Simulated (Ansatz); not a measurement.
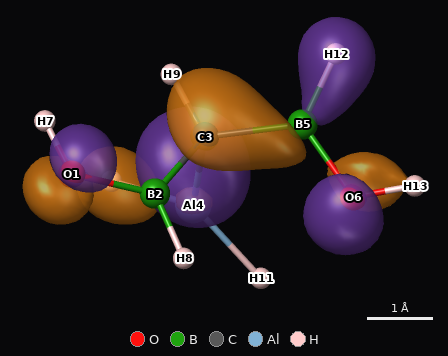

The picture shows: CH7AlB2O2. One frontier orbital at ±0.15 Å⁻³ᐟ² (orange and purple are the two phases), seen from one side.

Theory: RKS BLYP/6-31G (Ansatz).

Input file:

```
crystal:
  periodic: [false, false, false]
  atoms:
    - { symbol: O, position_ang: [-2.3398, -1.0615, 0.1657] }
    - { symbol: B, position_ang: [-1.1193, -0.4059, 0.5232] }
    - { symbol: C, position_ang: [-0.0842, -0.0303, -0.6122] }
    - { symbol: Al, position_ang: [1.6858, -1.0884, -0.3284] }
    - { symbol: B, position_ang: [0.2798, 1.5184, -0.5791] }
    - { symbol: O, position_ang: [0.85, 2.1584, 0.6331] }
    - { symbol: H, position_ang: [-2.1834, -1.9885, 0.1749] }
    - { symbol: H, position_ang: [-0.8362, -0.1819, 1.6571] }
    - { symbol: H, position_ang: [-0.4613, -0.2731, -1.5532] }
    - { symbol: H, position_ang: [1.548, -2.6618, -0.615] }
    - { symbol: H, position_ang: [2.5448, -0.6943, 0.9194] }
    - { symbol: H, position_ang: [0.1171, 2.1911, -1.5097] }
    - { symbol: H, position_ang: [0.0191, 2.4831, 1.1389] }
basis:
  gaussian: { orbitals: "6-31G" }
hamiltonian:
  xc: blyp
relax:
  f_tol: 0.015
  max_steps: 40
output:
  orbitals: {}
```

Command:

```sh
ansatz run input.yaml --threads 1 --pin off --max-ram 2048MiB --backend cpu --events-out ev --progress --plain --runs-dir out
```

The fields are those of the relaxed geometry.

> Which orbital is it: HOMO or LUMO?

The HOMO, at −6.37 eV. It lies mainly on C3 (about 25 %), O6 (about 15 %), Al4 (about 15 %), O1 (about 10 %), B5 (about 10 %) and H10 (about 5 %).
